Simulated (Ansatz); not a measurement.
Starting cell, P (black-P type, space group Cmce):

```
P
1.0
    1.65109    -5.34545     0.00000
    1.65109     5.34545     0.00000
    0.00000     0.00000     4.46660
P
4
Direct
  0.40091   0.59909   0.58506
  0.59909   0.40091   0.41494
  0.90091   0.09909   0.91494
  0.09909   0.90091   0.08506
```

In this cell atom 2 (P, nearest neighbour P at 2.213 Å; its periodic images, 3.3 Å or more away, move with it) is moved by u·(1.000, 0.000, 0.000) + v·(0.000, 1.000, 0.000); the rest is frozen.

The numbers are results of r2SCAN+rVV10 (plane waves to 500 eV, PAW, scalar-relativistic; Ansatz, an electronic-structure program), not measurements. k mesh 8×8×6 (Γ-centred), Fermi-Dirac smearing 0.05 eV. The energy includes the smearing's −TS. Stress and pressure are positive under compression. Points where atoms come too close for the PAW data are left out (x in tables, blank in figures). With partly filled bands, energies and forces of such displacements shift with the k mesh and the smearing. P was relaxed with its symmetry unable to fall. The PAW data are Ansatz's earlier set. ΔE is measured from the undisplaced structure. Axes are in Å.

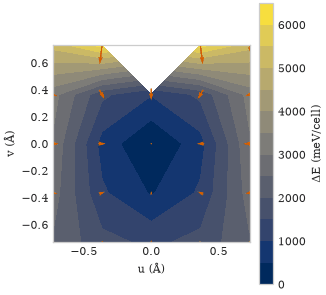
ΔE (meV/cell) over the plane, with arrows for the in-plane force on the moved atom.

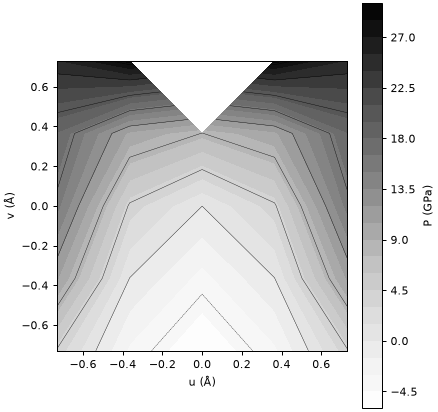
Figure: P (GPa) over the 5×5 grid of computed points.

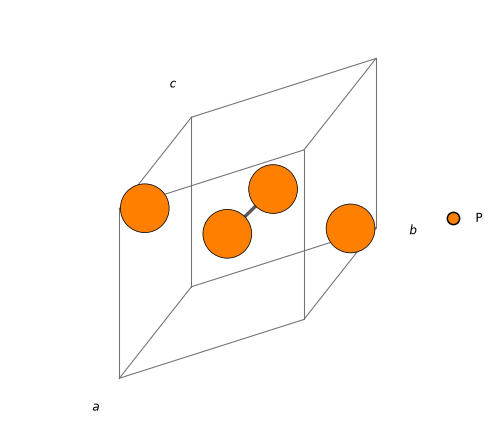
*The cell of the calculation at u = -0.365 Å, v = 0.730 Å.*

Lowest place on the grid: u = 0.000 Å, v = 0.000 Å (0 meV/cell).

(A displaced cell: forces are minus the slopes of the energy, force constants its curvatures, and phonons follow from these.)
